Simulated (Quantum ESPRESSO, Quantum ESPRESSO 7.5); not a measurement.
# Cl on fcc sites of Ru(0001), stepped through the coverage

What law, if any, do the results for Cl on fcc sites of Ru(0001) follow against the coverage?

Calculated with Quantum ESPRESSO 7.5; plane-wave DFT, PBE, GBRV ultrasoft pseudopotentials.

### 1. Starting point

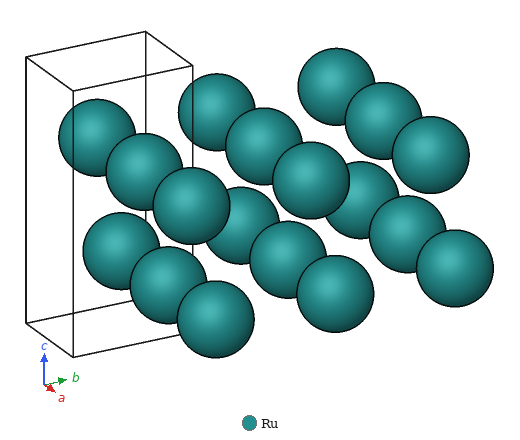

The starting structure, seen from the side, with the c axis up (ruthenium teal). 3×3×1 cells are drawn.

Set-up: Slabs of 3 layers, covered on the upper face; adsorbates and the top layer relax in a periodic cell, the rest is held (the clean slab relaxes both outer layers); a run under open boundaries (ESM, bc1) gives both vacuum levels. Cells of one to 9 surface sites carry the coverages, on meshes of like density; cold smearing of 0.02 Ry. The slabs take the lattice constants of the bulk relaxed by the same program.

Members 0.1667, 0.25, 0.3333, 0.5 and 0.6667 took the same steps and show in the table alone.

This run has no spin polarisation although its electron count is odd. A spin-polarised state was not tried and may lie lower.

### 2. Variable-cell relaxation of the reference

The bulk crystal is relaxed in cell and atoms; the members are built on its lattice constants.

Input file ref.vc.in:

```
&control
  prefix = 'ref.vc'
  outdir = './out'
  pseudo_dir = './pseudo'
  nstep = 40
  forc_conv_thr = 0.0003
  calculation = 'vc-relax'
/
&system
  ibrav = 0
  nat = 2
  ntyp = 1
  ecutwfc = 50
  ecutrho = 250
  occupations = 'smearing'
  smearing = 'mv'
  degauss = 0.02
/
&electrons
  conv_thr = 1e-09
  mixing_beta = 0.4
  electron_maxstep = 120
/
&ions
/
&cell
  press_conv_thr = 0.3
/
ATOMIC_SPECIES
  Ru  101.0700  ru_pbe_v1.2.uspp.F.UPF
CELL_PARAMETERS angstrom
  2.70000000000000 0.00000000000000 0.00000000000000
  -1.35000000000000 2.33826859021798 0.00000000000000
  0.00000000000000 0.00000000000000 4.27680000000000
ATOMIC_POSITIONS crystal
  Ru  0.333333333333 0.666666666667 0.250000000000
  Ru  0.666666666667 0.333333333333 0.750000000000
K_POINTS automatic
  17 17 10 0 0 0
```

Launch:

```bash
$ OMP_NUM_THREADS=1 mpirun -n 8 pw.x -nk 8 -in ref.vc.in > ref.vc.out
```

What it wrote:

```text
Program PWSCF v.7.5 starts
[citation notice left out]

     Parallel version (MPI & OpenMP), running on       8 processor cores
     Number of MPI processes:                 8
     Threads/MPI process:                     1

     MPI processes distributed on     1 nodes
[...]
Current dimensions of program PWSCF are:
     Max number of different atomic species (ntypx) = 10
     Max number of k-points (npk) =  40000
     Max angular momentum in pseudopotentials (lmaxx) =  4
     Message from routine setup:
     using ibrav=0 with symmetry is DISCOURAGED, use correct ibrav instead

     K-points division:     npool     =       8
     Subspace diagonalization in iterative solution of the eigenvalue problem:
     a serial algorithm will be used

     G-vector sticks info
     --------------------
     sticks:   dense  smooth     PW     G-vecs:    dense   smooth      PW
     Sum         439     361    121                12119     8749    1581

     Using Slab Decomposition

     bravais-lattice index     =            0
     lattice parameter (alat)  =       5.1023  a.u.
     unit-cell volume          =     182.2106 (a.u.)^3
     number of atoms/cell      =            2
     number of atomic types    =            1
     number of electrons       =        32.00
     number of Kohn-Sham states=           20
     kinetic-energy cutoff     =      50.0000  Ry
     charge density cutoff     =     250.0000  Ry
     scf convergence threshold =      1.0E-09
     mixing beta               =       0.4000
     number of iterations used =            8  plain     mixing
     energy convergence thresh.=      1.0E-04
     force convergence thresh. =      3.0E-04
     press convergence thresh. =      3.0E-01
     Exchange-correlation= SLA  PW   PBE  PBE
                           (   1   4   3   4   0   0   0)
     nstep                     =           40

     celldm(1)=   5.102261  celldm(2)=   0.000000  celldm(3)=   0.000000
     celldm(4)=   0.000000  celldm(5)=   0.000000  celldm(6)=   0.000000

     crystal axes: (cart. coord. in units of alat)
               a(1) = (   1.000000   0.000000   0.000000 )
               a(2) = (  -0.500000   0.866025   0.000000 )
               a(3) = (   0.000000   0.000000   1.584000 )

     reciprocal axes: (cart. coord. in units 2 pi/alat)
               b(1) = (  1.000000  0.577350 -0.000000 )
               b(2) = (  0.000000  1.154701  0.000000 )
               b(3) = (  0.000000 -0.000000  0.631313 )

     PseudoPot. # 1 for Ru read from file:
     ./pseudo/ru_pbe_v1.2.uspp.F.UPF
     Pseudo is Ultrasoft + core correction, Zval = 16.0
     Generated by new atomic code, or converted to UPF format
     Using radial grid of  967 points,  6 beta functions with:
                l(1) =   0
                l(2) =   0
                l(3) =   1
                l(4) =   1
                l(5) =   2
                l(6) =   2
     Q(r) pseudized with  8 coefficients,  rinner =    1.300   1.300   1.300
                                                       1.300   1.300

     atomic species   valence    mass     pseudopotential
     Ru               16.00   101.07000     Ru( 1.00)

     24 Sym. Ops., with inversion, found (12 have fractional translation)

   Cartesian axes

     site n.     atom                  positions (alat units)
         1        Ru     tau(   1) = (  -0.0000000   0.5773503   0.3960000  )
         2        Ru     tau(   2) = (   0.5000000   0.2886751   1.1880000  )

     number of k points=   198  Marzari-Vanderbilt smearing, width (Ry)=  0.0200

     Number of k-points >= 100: set verbosity='high' to print them.

     Dense  grid:    12119 G-vectors     FFT dimensions: (  25,  25,  48)

     Smooth grid:     8749 G-vectors     FFT dimensions: (  24,  24,  40)

     Estimated max dynamical RAM per process >      23.57 MB

     Estimated total dynamical RAM >     167.83 MB

     Initial potential from superposition of free atoms

     starting charge      30.0000, renormalised to      32.0000

     negative rho (up, down):  1.527E-01 0.000E+00
     Starting wfcs are   26 randomized atomic wfcs

     total cpu time spent up to now is        0.9 secs

     per-process dynamical memory:    23.4 Mb

     Self-consistent Calculation

     iteration #  1     ecut=    50.00 Ry     beta= 0.40
     Davidson diagonalization with overlap
     ethr =  1.00E-02,  avg # of iterations =  2.0

     negative rho (up, down):  1.496E-01 0.000E+00

     total cpu time spent up to now is        1.8 secs

     total energy              =    -388.21052414 Ry
     estimated scf accuracy    <       2.35689016 Ry

     iteration #  2     ecut=    50.00 Ry     beta= 0.40
[...]
negative rho (up, down):  1.496E-01 0.000E+00

[...]
total energy              =    -388.49772562 Ry
     estimated scf accuracy    <       0.06294651 Ry

     iteration #  3     ecut=    50.00 Ry     beta= 0.40
[...]
negative rho (up, down):  1.492E-01 0.000E+00

[...]
total energy              =    -388.51634797 Ry
     estimated scf accuracy    <       0.00217865 Ry

     iteration #  4     ecut=    50.00 Ry     beta= 0.40
[...]
negative rho (up, down):  1.489E-01 0.000E+00

[...]
total energy              =    -388.51650567 Ry
     estimated scf accuracy    <       0.00266099 Ry

     iteration #  5     ecut=    50.00 Ry     beta= 0.40
[...]
negative rho (up, down):  1.486E-01 0.000E+00

[...]
total energy              =    -388.51712685 Ry
     estimated scf accuracy    <       0.00002037 Ry

     iteration #  6     ecut=    50.00 Ry     beta= 0.40
[...]
negative rho (up, down):  1.485E-01 0.000E+00

[...]
total energy              =    -388.51713580 Ry
     estimated scf accuracy    <       0.00000216 Ry

     iteration #  7     ecut=    50.00 Ry     beta= 0.40
[...]
negative rho (up, down):  1.485E-01 0.000E+00

[...]
total energy              =    -388.51713564 Ry
     estimated scf accuracy    <       0.00000061 Ry

     iteration #  8     ecut=    50.00 Ry     beta= 0.40
[...]
negative rho (up, down):  1.484E-01 0.000E+00

[...]
total energy              =    -388.51713571 Ry
     estimated scf accuracy    <       0.00000002 Ry

     iteration #  9     ecut=    50.00 Ry     beta= 0.40
[...]
Forces acting on atoms (cartesian axes, Ry/au):

     atom    1 type  1   force =     0.00000000   -0.00000000    0.00000000
     atom    2 type  1   force =    -0.00000000    0.00000000    0.00000000

     Total force =     0.000000     Total SCF correction =     0.000000

     Computing stress (Cartesian axis) and pressure

     negative rho (up, down):  1.490E-01 0.000E+00
          total   stress  (Ry/bohr**3)                   (kbar)     P=      -35.59
  -0.00022106  -0.00000000  -0.00000000          -32.52       -0.00       -0.00
   0.00000000  -0.00022106  -0.00000000            0.00      -32.52       -0.00
  -0.00000000  -0.00000000  -0.00028375           -0.00       -0.00      -41.74

     Energy error            =      4.0E-04 Ry
     Gradient error          =      4.3E-27 Ry/Bohr
     Cell gradient error     =      4.2E+01 kbar

     number of scf cycles    =   2
     number of bfgs steps    =   1

     enthalpy           old  =    -388.5171357180 Ry
     enthalpy           new  =    -388.5175373498 Ry

     CASE: enthalpy          _new < enthalpy          _old

     new trust radius        =       0.0120906208 bohr
     new conv_thr            =            1.0E-11 Ry

     new unit-cell volume =    185.58182 a.u.^3 (    27.50039 Ang^3 )
     density =     12.20570 g/cm^3

CELL_PARAMETERS (angstrom)
   2.720293031  -0.000000000  -0.000000000
  -1.360146515   2.355842870   0.000000000
  -0.000000000  -0.000000000   4.291180881

ATOMIC_POSITIONS (crystal)
Ru               0.3333333333        0.6666666667        0.2500000000
Ru               0.6666666667        0.3333333333        0.7500000000

[...]
NEW-OLD atomic charge density approx. for the potential
     New effective cutoffs (rho, wfc):  248.11   49.65

     negative rho (up, down):  1.488E-01 0.000E+00

     total cpu time spent up to now is       16.0 secs

     per-process dynamical memory:    27.4 Mb

     Self-consistent Calculation

     iteration #  1     ecut=    50.00 Ry     beta= 0.40
     Davidson diagonalization with overlap
     ethr =  1.00E-06,  avg # of iterations =  4.1

     Threshold (ethr) on eigenvalues was too large:
     Diagonalizing with lowered threshold

     Davidson diagonalization with overlap
     ethr =  4.79E-09,  avg # of iterations =  3.9

     negative rho (up, down):  1.487E-01 0.000E+00

     total cpu time spent up to now is       18.1 secs

     total energy              =    -388.51780690 Ry
     estimated scf accuracy    <       0.00000132 Ry

[...]
iteration #  7     ecut=    50.00 Ry     beta= 0.40
[...]
negative rho (up, down):  1.487E-01 0.000E+00

[...]
End of self-consistent calculation

     Number of k-points >= 100: set verbosity='high' to print the bands.

     the Fermi energy is    23.4056 ev

!    total energy              =    -388.51780704 Ry
     estimated scf accuracy    <          6.3E-13 Ry
     smearing contrib. (-TS)   =      -0.00017738 Ry
     internal energy E=F+TS    =    -388.51762966 Ry

     The total energy is F=E-TS. E is the sum of the following terms:
     one-electron contribution =     -67.02639409 Ry
     hartree contribution      =      56.95289434 Ry
     xc contribution           =     -51.87100105 Ry
     ewald contribution        =    -326.57312886 Ry

     convergence has been achieved in   7 iterations

     negative rho (up, down):  1.487E-01 0.000E+00

     Forces acting on atoms (cartesian axes, Ry/au):

     atom    1 type  1   force =     0.00000000    0.00000000    0.00000000
     atom    2 type  1   force =    -0.00000000   -0.00000000   -0.00000000

     Total force =     0.000000     Total SCF correction =     0.000000

     Computing stress (Cartesian axis) and pressure

     negative rho (up, down):  1.487E-01 0.000E+00
          total   stress  (Ry/bohr**3)                   (kbar)     P=       -1.41
  -0.00000441   0.00000000  -0.00000000           -0.65        0.00       -0.00
   0.00000000  -0.00000441   0.00000000            0.00       -0.65        0.00
  -0.00000000   0.00000000  -0.00002003           -0.00        0.00       -2.95

     Energy error            =      2.7E-04 Ry
     Gradient error          =      4.3E-27 Ry/Bohr
     Cell gradient error     =      2.9E+00 kbar

     number of scf cycles    =   3
     number of bfgs steps    =   2

     enthalpy           old  =    -388.5175373498 Ry
     enthalpy           new  =    -388.5178070448 Ry

     CASE: enthalpy          _new < enthalpy          _old

     new trust radius        =       0.0011351540 bohr
     new conv_thr            =            1.0E-11 Ry

     new unit-cell volume =    185.49783 a.u.^3 (    27.48794 Ang^3 )
     density =     12.21122 g/cm^3

CELL_PARAMETERS (angstrom)
   2.720244093  -0.000000000  -0.000000000
  -1.360122047   2.355800489   0.000000000
  -0.000000000  -0.000000000   4.289393020

ATOMIC_POSITIONS (crystal)
Ru               0.3333333333        0.6666666667        0.2500000000
Ru               0.6666666667        0.3333333333        0.7500000000

[...]
NEW-OLD atomic charge density approx. for the potential
     New effective cutoffs (rho, wfc):  248.31   49.69

     negative rho (up, down):  1.487E-01 0.000E+00

     total cpu time spent up to now is       23.2 secs

     per-process dynamical memory:    27.4 Mb

[...]
!    total energy              =    -388.51780788 Ry
[...]
Total force =     0.000000     Total SCF correction =     0.000000
[...]
Self-consistent Calculation

     iteration #  1     ecut=    50.00 Ry     beta= 0.40
     Davidson diagonalization with overlap
     ethr =  1.00E-06,  avg # of iterations =  9.5

     negative rho (up, down):  1.510E-01 0.000E+00

     total cpu time spent up to now is       30.6 secs

     total energy              =    -388.14652028 Ry
     estimated scf accuracy    <       2.51556296 Ry

[...]
iteration # 12     ecut=    50.00 Ry     beta= 0.40
[...]
negative rho (up, down):  1.487E-01 0.000E+00

[...]
End of self-consistent calculation

     Number of k-points >= 100: set verbosity='high' to print the bands.

     the Fermi energy is    23.4188 ev

!    total energy              =    -388.51782082 Ry
     estimated scf accuracy    <          7.0E-12 Ry
     smearing contrib. (-TS)   =      -0.00017950 Ry
     internal energy E=F+TS    =    -388.51764132 Ry

     The total energy is F=E-TS. E is the sum of the following terms:
     one-electron contribution =     -66.95692262 Ry
     hartree contribution      =      56.93258787 Ry
     xc contribution           =     -51.87214642 Ry
     ewald contribution        =    -326.62116015 Ry

     convergence has been achieved in  12 iterations

     negative rho (up, down):  1.487E-01 0.000E+00

     Forces acting on atoms (cartesian axes, Ry/au):

     atom    1 type  1   force =     0.00000000    0.00000000    0.00000000
     atom    2 type  1   force =    -0.00000000   -0.00000000   -0.00000000

     Total force =     0.000000     Total SCF correction =     0.000000

     Computing stress (Cartesian axis) and pressure

     negative rho (up, down):  1.487E-01 0.000E+00
          total   stress  (Ry/bohr**3)                   (kbar)     P=        0.07
   0.00000140   0.00000000  -0.00000000            0.21        0.00       -0.00
   0.00000000   0.00000140  -0.00000000            0.00        0.21       -0.00
  -0.00000000   0.00000000  -0.00000137           -0.00        0.00       -0.20

[...]
=------------------------------------------------------------------------------=
   JOB DONE.
=------------------------------------------------------------------------------=
```

Run time: 41 s. Hardware: 8 MPI ranks of Arm Neoverse V1, shared host; peak memory 0.49 GiB.

Relaxation path:

| step | energy less that of the first step (eV) | largest force (eV/Å) | volume (Å³) |
| --- | --- | --- | --- |
| 1 | 0.0000 | 0.0000 | 27.00 |
| 2 | -0.0055 | 0.0000 | 27.81 |
| 3 | -0.0091 | 0.0000 | 27.50 |
| 4 | -0.0091 | 0.0000 | 27.49 |
| 5 | -0.0093 | 0.0000 | 27.49 |

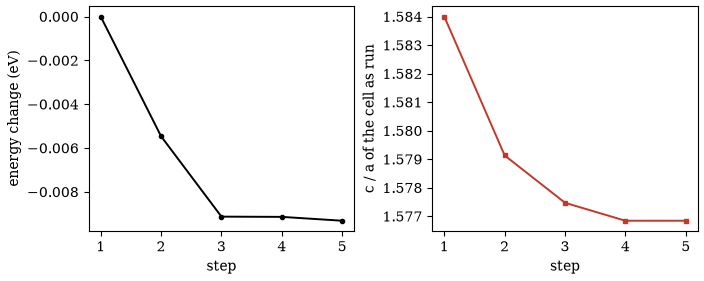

Energy and cell shape along the relaxation.

| conventional cell, symmetrised | before | after | change |
| --- | --- | --- | --- |
| a (Å) | 2.700 | 2.720 | +0.7 % |
| b (Å) | 2.700 | 2.720 | +0.7 % |
| c (Å) | 4.277 | 4.289 | +0.3 % |
| volume (Å³/atom) | 13.50 | 13.74 | +1.8 % |

Final coordinates:

```
CELL_PARAMETERS angstrom
2.72024 0.00000 0.00000
-1.36012 2.35580 0.00000
0.00000 0.00000 4.28939
ATOMIC_POSITIONS crystal
Ru 0.33333 0.66667 0.25000
Ru 0.66667 0.33333 0.75000
```

 The last row is no step: it is a fresh SCF in the final cell with a new plane-wave basis, -0 meV from the row before.

Numbers from this step:

```
free energy  : -5286.0542 eV
Fermi energy : 23.42 eV
```

[end of part 1 of 8]

[Logs are printed without paths, hosts, clocks, repeated set-up lines and the standing remarks that a program may print on its own settings, such as how far it seeks lower states.]

[Hosts, paths, dates, database ids (printed as entryN), source tags and the programs' standing remarks are cut or masked in the printed files.]

[Maps of the electrostatic potential energy from Ansatz leave out the sawtooth potential of an applied field or a dipole correction, so their vacuum need not be flat; planar profiles and work functions include it.]
